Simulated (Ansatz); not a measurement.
# triplet CH4Si: levels of theory compared

Wanted: a comparison of 6 runs (U-r2SCAN/STO-3G, UB3LYP/STO-3G, UBHLYP/STO-3G, UHSE06/STO-3G, UMP2/STO-3G, UCCSDTQ/STO-3G) of triplet CH4Si. 

The results are computed with Ansatz 0.2.0.

47 further runs of the same task are left out: 47 set aside as unsound or not needed.

**1. Starting point**

CH4Si has 6 atoms, charge 0, and is taken as a triplet. SMILES of the parent species: `C[SiH]`. Geometry: relaxed at PBE0-D4/def2-TZVP. That shape belongs to the parent species and isn't relaxed for this state.

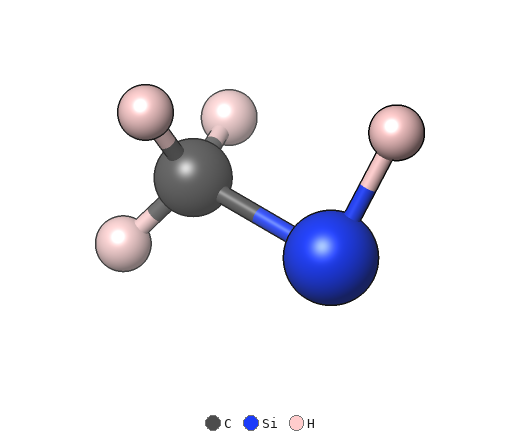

Viewed from a chosen angle; carbon dark grey, silicon blue, hydrogen pink.

**2. A single-point energy at U-r2SCAN/STO-3G (run 1)**

The input, input.yaml:

```yaml
basis:
  gaussian: {orbitals: STO-3G}
crystal:
  periodic: [false, false, false]
  atoms:
    - {symbol: C, position_ang: [-0.093500, -0.366000, -0.370300]}
    - {symbol: Si, position_ang: [0.917300, 0.209800, 1.122300]}
    - {symbol: H, position_ang: [-1.156900, -0.410100, -0.102200]}
    - {symbol: H, position_ang: [0.215000, -1.335600, -0.763000]}
    - {symbol: H, position_ang: [-0.024000, 0.382000, -1.170800]}
    - {symbol: H, position_ang: [0.142200, 1.520000, 1.284000]}
hamiltonian: {xc: r2scan}
magnetization: {spin_polarized: true, initial_magnetization: 2}
accuracy: high
```

On the command line:

```bash
$ ansatz run input.yaml --threads 1 --pin off --max-ram 2610MiB --events-out events.jsonl --progress --plain --runs-dir runs
```

What it wrote:

```text
Warning: RAYON_NUM_THREADS=1 ignored (pool sized by the plan → 1); use --threads N
Functional definition: r2SCAN
  name "r2SCAN"
  parameter k0 = 0.174
  parameter k1 = 0.065
  parameter a1 = 4.9479
  exchange = r2scan_x(k0 = k0, k1 = k1, a1 = a1)
  correlation = r2scan_c
311 factors; integrals over basis functions are off by at most 1.2e-8 eV
mean field evaluation 1: about -8870.0585 eV, gradient 6.3e0 eV
mean field evaluation 2: about -8870.1338 eV, gradient 5.7e0 eV
mean field evaluation 4: about -8870.3812 eV, gradient 3.5e-1 eV
mean field evaluation 8: about -8870.3321 eV, gradient 4.0e-3 eV
mean field evaluation 16: about -8870.3321 eV, gradient 2.3e-6 eV
mean field -8870.33205373 eV, -325.9786904477 hartree, gradient 3.7e-8 eV, S^2 2.001863; 0 other end points of the search recorded, 0 dependent functions left out
reference -8870.33205464 eV, -325.9786904809 hartree; 13, 11 occupied and 5, 7 virtual orbitals, 311 factors
Total energy: -8870.33205464 eV, -325.9786904809 hartree
```

It took 3.9 s on 1 thread of Arm Neoverse V2, shared host; peak memory 0.22 GiB.

**3. The energy at UB3LYP/STO-3G (run 2)**

The input, run.yaml:

```yaml
crystal:
  periodic: [false, false, false]
  atoms:
    - {symbol: C, position_ang: [-0.093500, -0.366000, -0.370300]}
    - {symbol: Si, position_ang: [0.917300, 0.209800, 1.122300]}
    - {symbol: H, position_ang: [-1.156900, -0.410100, -0.102200]}
    - {symbol: H, position_ang: [0.215000, -1.335600, -0.763000]}
    - {symbol: H, position_ang: [-0.024000, 0.382000, -1.170800]}
    - {symbol: H, position_ang: [0.142200, 1.520000, 1.284000]}
basis:
  gaussian: {orbitals: STO-3G}
magnetization: {spin_polarized: true, initial_magnetization: 2}
hamiltonian: {xc: {name: B3LYP}}
accuracy: high
```

On the command line:

```bash
$ ansatz run run.yaml --threads 1 --pin off --max-ram 2610MiB --events-out events.jsonl --progress --plain --runs-dir runs
```

What it wrote:

```text
Warning: RAYON_NUM_THREADS=1 ignored (pool sized by the plan → 1); use --threads N
Functional definition: B3LYP
  name "B3LYP"
  parameter a0 = 0.2
  parameter ax = 0.72
  parameter ac = 0.81
  exchange = (1 - a0 - ax)*slater_x + ax*b88_x + a0*exact_x
  correlation = (1 - ac)*vwn_rpa_c + ac*lyp_c
311 factors; integrals over basis functions are off by at most 1.2e-8 eV
mean field evaluation 1: about -8871.4041 eV, gradient 5.6e0 eV
mean field evaluation 2: about -8871.5507 eV, gradient 4.1e0 eV
mean field evaluation 4: about -8871.6843 eV, gradient 2.7e-1 eV
mean field evaluation 8: about -8871.6517 eV, gradient 2.2e-3 eV
mean field evaluation 16: about -8871.6517 eV, gradient 1.9e-7 eV
mean field -8871.65168304 eV, -326.0271859301 hartree, gradient 1.3e-8 eV, S^2 2.000338; 0 other end points of the search recorded, 0 dependent functions left out
reference -8871.65171083 eV, -326.0271869516 hartree; 13, 11 occupied and 5, 7 virtual orbitals, 311 factors
Total energy: -8871.65171083 eV, -326.0271869516 hartree
```

Run time: 1.6 s. Hardware: 1 thread of Arm Neoverse V2, shared host; peak memory 0.13 GiB.

Runs 3 to 5 aren't shown in full; the table further down has their settings and results.

**4. A single-point energy at UCCSDTQ/STO-3G (run 6)**

run.yaml: that of step 3 with these lines changed.

```diff
@@ -10,5 +10,13 @@
 basis:
-  gaussian: {orbitals: STO-3G}
-magnetization: {spin_polarized: true, initial_magnetization: 2}
-hamiltonian: {xc: {name: B3LYP}}
+  gaussian:
+    orbitals: STO-3G
+total_charge: 0
+scf:
+  omitted_lower_state_checks: [cluster_reference, increment]
+correlation:
+  method: ccsdtq
+  frozen_orbitals: {C: 1, H: 0, Si: 5}
+magnetization:
+  spin_polarized: true
+  initial_magnetization: 2
 accuracy: high
```

On the command line:

```bash
$ ansatz run run.yaml --threads 1 --pin off --max-ram 2610MiB --events-out events.jsonl --progress --plain --runs-dir runs
```

What it wrote (excerpt; [...] marks lines left out):

```text
Warning: RAYON_NUM_THREADS=1 ignored (pool sized by the plan → 1); use --threads N
Functional definition: HF
  name "HF"
[...]
311 factors; integrals over basis functions are off by at most 1.2e-8 eV
[...]
mean field -8849.60323358 eV, -325.2169203574 hartree, gradient 2.7e-8 eV, S^2 2.001993; 0 other end points of the search recorded, 0 dependent functions left out
6 core orbitals not correlated: weight in the atoms' cores, before any rotation towards them, 1.000 or more for the frozen orbitals, at most 0.000 for the correlated occupied ones
reference -8849.60323358 eV, -325.2169203574 hartree; 7, 5 occupied and 5, 7 virtual orbitals, 311 factors
second order -2.06706398 eV of doubles, -0.00000000 eV of singles
cycle   1  -2.59238246 eV  change   -5.3e-1 eV  update   5.8e-2
[...]
cycle  22  -2.91957166 eV  change  -7.0e-11 eV  update  9.6e-10
Total energy: -8852.52280524 eV, -325.3242126370 hartree
Checks for a lower state left out: cluster_reference, increment
```

It took 19 s on 1 thread of Arm Neoverse V2, shared host; peak memory 0.21 GiB.

**5. The series**

| run | level | frozen core orbitals | energy (Eh) | ⟨S²⟩ | wall time |
| --- | --- | --- | --- | --- | --- |
| 1 | U-r2SCAN/STO-3G | – | -325.978690 | 2.002 | 3.9 s |
| 2 | UB3LYP/STO-3G | – | -326.027187 | 2.000 | 1.6 s |
| 3 | UBHLYP/STO-3G | – | -326.001629 | 2.000 | 1.4 s |
| 4 | UHSE06/STO-3G | – | -325.849765 | 2.001 | 2 s |
| 5 | UMP2/STO-3G | 6 | -325.292884 | 2.002 | 0.12 s |
| 6 | UCCSDTQ/STO-3G | 6 | -325.324213 | 2.002 | 19 s |

**6. Results**

```
                                          quantity          value
                               run 6: total energy  -325.32421 Eh
run 6: correlation energy (6 core orbitals frozen)     -107.3 mEh
          run 6: ⟨S²⟩ of the reference determinant          2.002
                              run 6: T1 diagnostic          0.006
```

What this shows: Totals of different functionals can't be ranked against each other. In runs 1, 2, 3, 4, 5, 6 the basis is minimal, so the values are rough. All runs together took 28 s, the longest 19 s.
